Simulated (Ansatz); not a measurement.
FH$_{2}$InOSi

The calculation's input:

```
crystal:
  periodic: [false, false, false]
  atoms:
    - {symbol: F, position_ang: [1.806555, -0.402270, 0.066937]}
    - {symbol: In, position_ang: [1.626246, 0.698367, -3.334041]}
    - {symbol: O, position_ang: [-0.780494, -0.686559, -0.615124]}
    - {symbol: Si, position_ang: [0.568731, 0.296124, -0.771538]}
    - {symbol: H, position_ang: [0.173637, 1.497890, 0.039643]}
    - {symbol: H, position_ang: [-0.758704, -1.510768, -1.108667]}
basis:
  gaussian:
    orbitals: def2-TZVPD
hamiltonian:
  xc: pbe0
output: {forces: true, orbitals: {seedname: orbitals}}
```

Launched as:

```sh
ansatz run input.yaml --threads 2 --pin off --max-ram 4350MiB --events-out events.jsonl --progress --plain --runs-dir runs
```

Geometry: PBE0-D3(BJ)/def2-SVP; core potentials replace the inner electrons of In.

Level of theory: isolated molecule in a Gaussian basis; Kohn-Sham density functional theory, functional PBE0 (Ansatz).

What will maps of the electron density and electron localisation function show?

Si–O (1.68 Å): the density is about 1.1 e/Å³ at the midpoint; the ELF peaks at about 0.85 between the atoms; a shared but strongly polarised pair.
In–Si (2.80 Å): the density is about 0.37 e/Å³ at the midpoint; the ELF peaks at about 1 between the atoms: a covalent bond.

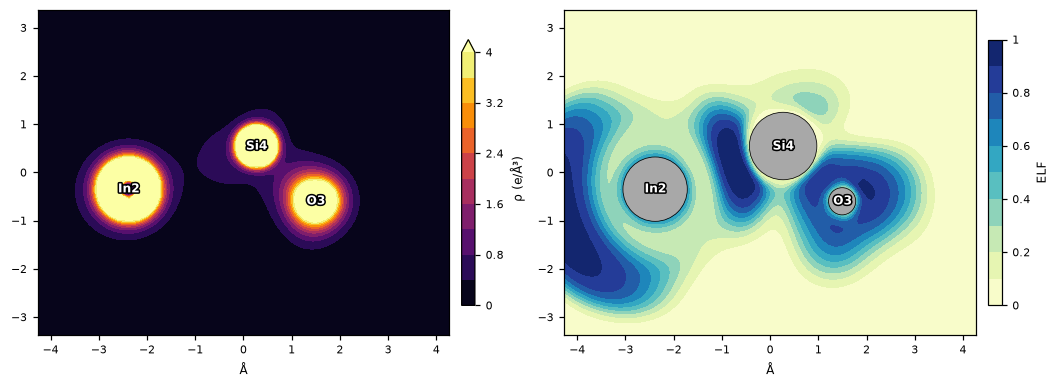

Computed electron density and electron localisation function on the plane of atoms In2, Si4 and O3, in this order. Grey discs cover the atomic cores in the ELF map. 
